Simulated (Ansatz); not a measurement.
Consider GaSe in the beta-GaS type structure (space group P6_3/mmc, No. 194; a = 3.7694 Å, c = 15.9642 Å; layered, stacked along the Cartesian z axis).

One thing is altered: every Ga is replaced by B, then cell and atoms are relaxed.

Level of theory: Kohn–Sham DFT with the PBE-D3(BJ) functional, run in Ansatz (a first-principles code) with PAW and 420 eV plane waves, scalar-relativistic without spin-orbit coupling, earlier PAW set.

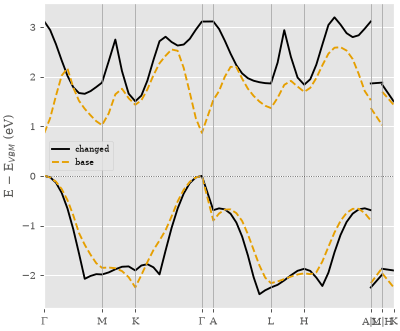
Figure. Highest valence and lowest conduction band along the path, each from its own valence-band maximum

Q: Read the changed gap and its character from the plot.

A: About 1.5 eV, indirect, Γ → K.

Whether these cells are dynamically stable was not tested. As relaxed here, BSe is a hypothetical phase, not in the database extracts checked.
